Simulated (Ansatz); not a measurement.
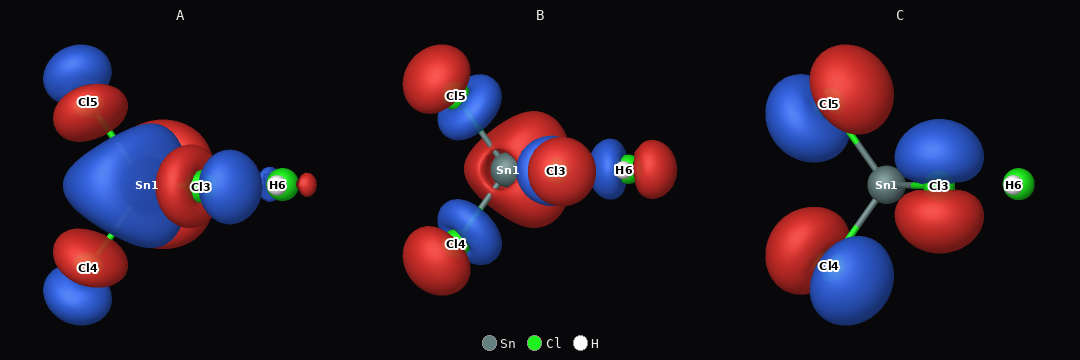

The picture shows: Cl₃Sn···HCl (doublet). Three frontier orbitals at ±0.08 Å⁻³ᐟ² (blue and red are the two phases), in no order.

Core potentials replace the inner electrons of Sn.

These are results of UKS B3LYP-D4/def2-SVP (Ansatz 0.2.0), not measurements.

```yaml
atoms:
  - { symbol: Sn, position_ang: [-0.5585, 0.0000, 0.1309] }
  - { symbol: Cl, position_ang: [-0.2192, 0.0000, 3.4317] }
  - { symbol: Cl, position_ang: [1.8300, 0.0000, 0.5525] }
  - { symbol: Cl, position_ang: [-0.9932, 1.9575, -1.1814] }
  - { symbol: Cl, position_ang: [-0.9932, -1.9575, -1.1814] }
  - { symbol: H, position_ang: [0.9366, 0.0000, 2.8302] }
```

Q: Which picture is the HOMO−1, the HOMO and the LUMO? All are α orbitals.

A: C is the HOMO−1 (α) (−8.79 eV). By Hirshfeld shares it lies mainly on Cl4 (about 35 %), Cl5 (about 35 %) and Cl3 (about 25 %); largely a combination of lone pairs on Cl4, Cl5 and Cl3. B is the HOMO (α) (−7.28 eV). Its weight (Hirshfeld) is mainly on Sn1 (about 40 %), Cl4 (about 20 %), Cl5 (about 20 %), Cl3 (about 15 %) and Cl2 (about 10 %). A is the LUMO (α) (−1.58 eV). It lies mainly on Sn1 (about 60 %), Cl3 (about 15 %), Cl4 (about 10 %) and Cl5 (about 10 %).

Q: What is the gap between the highest occupied and lowest empty α orbitals?

A: 5.70 eV between the orbital energies.
